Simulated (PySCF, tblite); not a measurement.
# Al₁₇N₁₇H₂₀: electronic excitations

What do calculations give for the electronic excitations of Al₁₇N₁₇H₂₀?

Computed with tblite 0.8.0 and PySCF 2.14.0 and routines of our own; the level stands in each step. Atoms count from 0.

### Step 1. The starting structure

54 atoms, charge 0, multiplicity 1; geometry from: force field, distance geometry or constructed start.

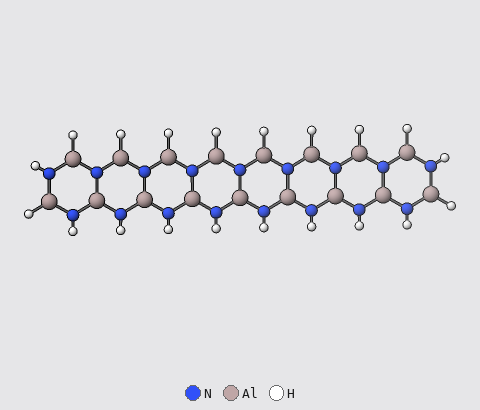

The starting geometry (nitrogen blue, aluminium light grey, hydrogen white); sticks join atoms by distance alone.

### Step 2. Relaxing the molecule with GFN2-xTB

Job settings and geometry (Å):

```
{"job": {"kind": "relax", "xc": "GFN2-xTB", "basis": "xTB"}, "charge": 0, "multiplicity": 1}
N      3.122600     0.833400    -0.001600
Al     1.555600     1.737800    -0.006900
N      0.005200     0.832900     0.001000
Al    -0.000700    -0.960400    -0.006200
N      1.557800    -1.866000     0.003400
Al     3.114400    -0.965300    -0.002600
N     -9.353000     0.836900    -0.003300
Al   -10.908500     1.737900     0.001500
N    -12.468100     0.833100    -0.000400
Al   -12.473600    -0.965600     0.001600
N    -10.914000    -1.866000    -0.002100
Al    -9.355600    -0.966800    -0.000000
N     12.467400     0.835900     0.005000
Al    10.914100     1.734600    -0.002700
N      9.350900     0.840300     0.000200
Al     9.351200    -0.964200     0.006300
N     10.912300    -1.862900     0.000900
Al    12.469700    -0.968200    -0.001000
N     -3.118300     0.837000     0.002500
Al    -4.673700     1.736100     0.002700
N     -6.237700     0.839000     0.001500
Al    -6.236300    -0.963300    -0.000200
N     -4.673100    -1.860200     0.006600
Al    -3.121900    -0.969100    -0.001500
Al    -1.558300     1.737800     0.000900
N     -1.564900    -1.865700     0.002500
N      6.236100     0.837500    -0.000700
Al     4.675900     1.735800     0.001200
N      4.677100    -1.864400    -0.002000
Al     6.236500    -0.964400     0.003400
Al     7.797800     1.735800    -0.001100
N      7.792300    -1.863500     0.000200
Al    -7.795200     1.735300    -0.001900
N     -7.792100    -1.866100     0.003700
H      1.560000     3.277000    -0.003300
H      1.559300    -2.902600    -0.002900
H    -10.912700     3.275300    -0.004100
H    -13.370500     1.357700    -0.002600
H    -13.803300    -1.738700    -0.000100
H    -10.916700    -2.901400     0.001200
H     13.371300     1.352900     0.003800
H     10.917800     3.269600     0.003700
H     10.916800    -2.903800    -0.003600
H     13.807000    -1.735300    -0.001800
H     -4.680200     3.276900     0.002400
H     -4.678400    -2.903200    -0.003400
H     -1.556400     3.275300    -0.000600
H     -1.559100    -2.902200     0.002300
H      4.678100     3.275600     0.000200
H      4.678400    -2.904100     0.002000
H      7.793300     3.267900     0.003100
H      7.800800    -2.903500    -0.000300
H     -7.794600     3.274800     0.000100
H     -7.797600    -2.906400    -0.003000
```

Started as:

```console
$ OMP_NUM_THREADS=8 python large_run.py task.json out
```

The driver reads the jobs from task.json and runs them one after another.

Log:

```text
step      E/eV     max force
  0   -2153.63026    1.019
  1   -2153.78397    0.430
  2   -2153.80554    0.186
  3   -2153.81342    0.104
  4   -2153.81710    0.090
  5   -2153.82090    0.115
  6   -2153.82346    0.127
  7   -2153.82622    0.119
  8   -2153.82917    0.112
  9   -2153.83241    0.109
 10   -2153.83507    0.072
 11   -2153.83682    0.060
 12   -2153.83815    0.067
 13   -2153.83998    0.083
 14   -2153.84282    0.112
 15   -2153.84644    0.105
 16   -2153.84999    0.102
 17   -2153.85310    0.082
 18   -2153.85622    0.118
 19   -2153.85979    0.129
 20   -2153.86362    0.101
 21   -2153.86713    0.103
 22   -2153.87023    0.082
 23   -2153.87329    0.099
 24   -2153.87624    0.084
 25   -2153.87869    0.076
 26   -2153.88057    0.063
 27   -2153.88204    0.054
 28   -2153.88324    0.051
 29   -2153.88430    0.055
 30   -2153.88541    0.056
 31   -2153.88666    0.064
 32   -2153.88783    0.059
 33   -2153.88861    0.038
 34   -2153.88905    0.034
 35   -2153.88942    0.039
 36   -2153.88985    0.043
 37   -2153.89030    0.047
 38   -2153.89063    0.033
 39   -2153.89082    0.019
```

Wall time 3.6 s (8 threads of Arm Neoverse V1, shared host); peak memory 0.21 GiB.

Step by step:

```csv
step,energy from step 0 (eV),largest force (eV/Å)
0,0.0000,1.0191
1,-0.1537,0.4295
2,-0.1753,0.1867
3,-0.1832,0.1048
4,-0.1868,0.0899
5,-0.1906,0.1148
6,-0.1932,0.1271
7,-0.1960,0.1196
8,-0.1989,0.1113
10,-0.2048,0.0721
12,-0.2079,0.0663
15,-0.2162,0.1049
17,-0.2228,0.0820
20,-0.2334,0.1007
22,-0.2400,0.0821
25,-0.2484,0.0754
27,-0.2518,0.0538
30,-0.2551,0.0559
32,-0.2576,0.0593
35,-0.2592,0.0386
36,-0.2596,0.0427
37,-0.2600,0.0474
38,-0.2604,0.0325
39,-0.2606,0.0193
```

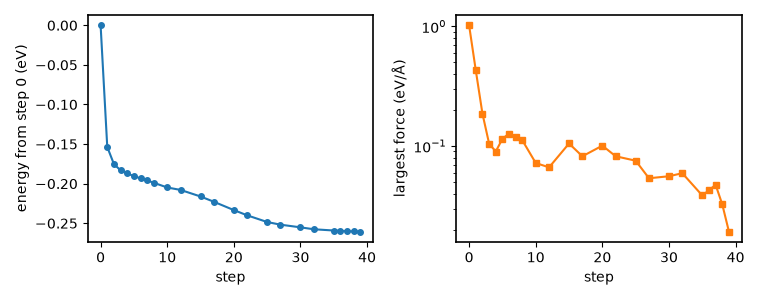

Energy and force, step by step.

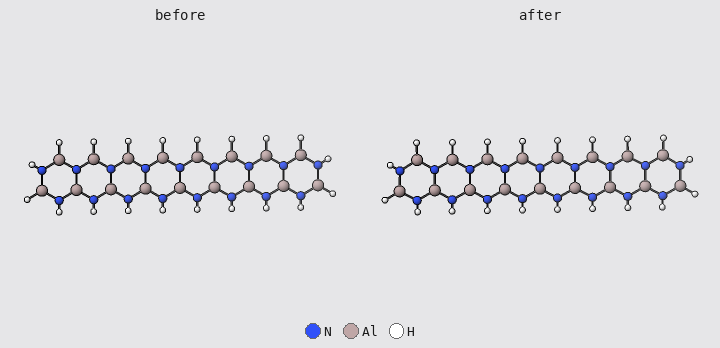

The geometry before (left) and after (right).

Close pairs (by a distance rule), those that changed most:

```csv
bond,before (Å),after (Å),change (Å)
N2–Al3,1.793,1.828,+0.034
N0–Al5,1.799,1.826,+0.028
N22–H45,1.043,1.016,-0.027
N6–Al11,1.804,1.830,+0.026
N8–H37,1.044,1.018,-0.025
N14–Al15,1.805,1.830,+0.025
N20–Al21,1.802,1.827,+0.025
N26–Al29,1.802,1.827,+0.025
```

The end geometry stands in the next job.

### Step 3. Electronic excitations: TDDFT wB97X-D/6-31G*

Job settings and geometry (Å):

```
{"job": {"kind": "uv", "basis": "6-31G*", "grid": 1, "kgrid": 0, "vcut": 1.5, "nstates": 6, "ntriplets": 2, "tda": false, "delta": [], "pop": true, "xc": "wB97X-D"}, "charge": 0, "multiplicity": 1}
N      3.167599     0.830811    -0.002223
Al     1.584564     1.707945    -0.002666
N      0.000356     0.833061    -0.001885
Al     0.000546    -0.994691    -0.000039
N      1.583966    -1.855375    -0.001574
Al     3.166299    -0.995412    -0.000715
N     -9.521332     0.868401    -0.000462
Al   -11.103747     1.754959    -0.001541
N    -12.651922     0.820113    -0.000052
Al   -12.679316    -0.986527    -0.000684
N    -11.094675    -1.835860    -0.000408
Al    -9.506309    -0.961340    -0.000493
N     12.652237     0.819297     0.002254
Al    11.103430     1.753773     0.001612
N      9.520437     0.867663     0.001351
Al     9.505600    -0.962175     0.001772
N     11.094179    -1.836849     0.000082
Al    12.679273    -0.987748     0.000620
N     -3.166668     0.831369    -0.000138
Al    -4.749477     1.707274     0.002919
N     -6.335989     0.834137     0.000229
Al    -6.334020    -0.993287     0.001166
N     -4.751018    -1.852392     0.001118
Al    -3.165276    -0.995095     0.002039
Al    -1.583648     1.708322     0.001558
N     -1.582942    -1.855388     0.000099
N      6.336046     0.833782    -0.000352
Al     4.749983     1.706940     0.000035
N      4.751876    -1.852289    -0.000522
Al     6.334301    -0.993193     0.000583
Al     7.916038     1.714148     0.000773
N      7.929470    -1.834128     0.000575
Al    -7.916423     1.714568    -0.000133
N     -7.930078    -1.833160     0.000511
H      1.583095     3.242357    -0.007156
H      1.580094    -2.871185    -0.001656
H    -11.153181     3.284017    -0.003621
H    -13.528096     1.339185    -0.001970
H    -14.003364    -1.746198     0.000642
H    -11.052562    -2.852221     0.000119
H     13.528560     1.338360     0.003270
H     11.153080     3.283238     0.002475
H     11.052414    -2.853313    -0.001393
H     14.003726    -1.747608    -0.001966
H     -4.746788     3.241668     0.003668
H     -4.751651    -2.868236     0.000912
H     -1.582644     3.242409     0.000071
H     -1.580419    -2.871231     0.000943
H      4.746485     3.240985     0.001446
H      4.752355    -2.868006     0.000549
H      7.909079     3.249605     0.002706
H      7.940645    -2.850331     0.000851
H     -7.908206     3.250610    -0.000718
H     -7.940840    -2.849386    -0.000571
```

With the program's defaults for keys left out, this is: TDDFT wB97X-D/6-31G*, vertical, gas phase, core orbitals frozen in the response, virtual orbitals cut by energy.

Log:

```text
start: PBE on a coarse grid of 55623 points
cycle   1  E = -5060.6892065683  dE =  3.954e+00  |g| = 2.687e+00  |ddm| = 8.169e+00
cycle   2  E = -5052.0838490589  dE =  8.605e+00  |g| = 6.007e+00  |ddm| = 8.909e+00
cycle   3  E = -5062.2435596070  dE = -1.016e+01  |g| = 6.120e-01  |ddm| = 7.518e+00
cycle   4  E = -5062.3176734250  dE = -7.411e-02  |g| = 5.006e-01  |ddm| = 1.238e+00
cycle   5  E = -5062.3703598526  dE = -5.269e-02  |g| = 1.718e-01  |ddm| = 5.112e-01
cycle   6  E = -5062.3794793648  dE = -9.120e-03  |g| = 3.470e-02  |ddm| = 2.349e-01
cycle   7  E = -5062.3797261569  dE = -2.468e-04  |g| = 1.788e-02  |ddm| = 4.414e-02
cycle   8  E = -5062.3797941334  dE = -6.798e-05  |g| = 5.374e-03  |ddm| = 1.867e-02
final grid: 228749 points
cycle   9  E = -5064.8937206251  dE = -3.954e-02  |g| = 1.264e-01  |ddm| = 6.191e-01
cycle  10  E = -5064.8953324940  dE = -1.612e-03  |g| = 1.100e-01  |ddm| = 1.803e-01
cycle  11  E = -5064.8981990998  dE = -2.867e-03  |g| = 2.438e-02  |ddm| = 9.604e-02
cycle  12  E = -5064.8983596788  dE = -1.606e-04  |g| = 8.062e-03  |ddm| = 3.149e-02
cycle  13  E = -5064.8983719579  dE = -1.228e-05  |g| = 9.804e-04  |ddm| = 6.650e-03
cycle  14  E = -5064.8983730580  dE = -1.100e-06  |g| = 3.530e-04  |ddm| = 2.410e-03
cycle  15  E = -5064.8983701511  dE =  2.907e-06  |g| = 1.925e-04  |ddm| = 8.057e-04
cycle  16  E = -5064.8983744674  dE = -4.316e-06  |g| = 6.344e-05  |ddm| = 2.467e-04
converged SCF energy = -5064.8983744674

Static polarisability (au): isotropic 473.772, principal 282.007 429.991 709.319

Singlet excitations
state   eV       nm        f      main configurations
  1   5.4258    228.5   0.00000   H->L 0.40, H-1->L+1 0.12
  2   5.4516    227.4   0.00002   H-1->L 0.32, H->L+1 0.21
  3   5.5154    224.8   0.00000   H-2->L 0.29, H-1->L+1 0.21, H->L+2 0.12
  4   5.6123    220.9   0.00003   H-4->L 0.26, H-2->L+1 0.22, H-1->L+2 0.09
  5   5.6837    218.1   0.00022   H-3->L 0.29, H-1->L+2 0.11, H->L+1 0.09
  6   5.7275    216.5   0.00000   H-4->L+1 0.23, H-6->L 0.23, H-2->L+2 0.13

Triplet excitations (Tamm-Dancoff, eV): 5.2038 5.2282
```

Run time: 2 min. Hardware: 8 threads of Arm Neoverse V1, shared host; peak memory 4 GiB.

The orbitals next to the gap, with their largest atomic shares:

```csv
orbital,eV,atoms
HOMO−4,-8.85,"N20 12 %, N26 12 %, N16 8 %"
HOMO−3,-8.83,"N2 16 %, N8 12 %, N12 12 %"
HOMO−2,-8.70,"N25 12 %, N4 12 %, N10 10 %"
HOMO−1,-8.60,"N33 13 %, N31 13 %, N22 8 %"
HOMO,-8.59,"N25 13 %, N4 13 %, N22 11 %"
LUMO,0.84,"Al3 8 %, Al23 7 %, Al5 7 %"
LUMO+1,1.06,"Al29 7 %, Al21 7 %, Al30 7 %"
LUMO+2,1.41,"Al3 7 %, Al11 7 %, Al15 7 %"
LUMO+3,1.74,"Al13 28 %, Al17 26 %, Al7 16 %"
```

Further results of this job:

```csv
property,computed
dipole moment (D),8.98
polarisability (Å³),70.21
HOMO–LUMO gap (eV),9.43
−ε(HOMO) (eV),8.59
```

### Step 4. What came out

| quantity | value |
| --- | --- |
| lowest singlet (wB97X-D/6-31G*) | 5.43 eV (229 nm), f = 0.000 |
| brightest single state of those computed | state 5, 5.68 eV, f = 0.000 |
| lowest triplet | 5.20 eV |

In words: The first singlet state (HOMO→LUMO 0.40, HOMO−1→LUMO+1 0.12) lies at 5.43 eV and is dark. The lowest triplet lies 0.22 eV below the lowest singlet (triplets in Tamm-Dancoff, singlets in full TDDFT).
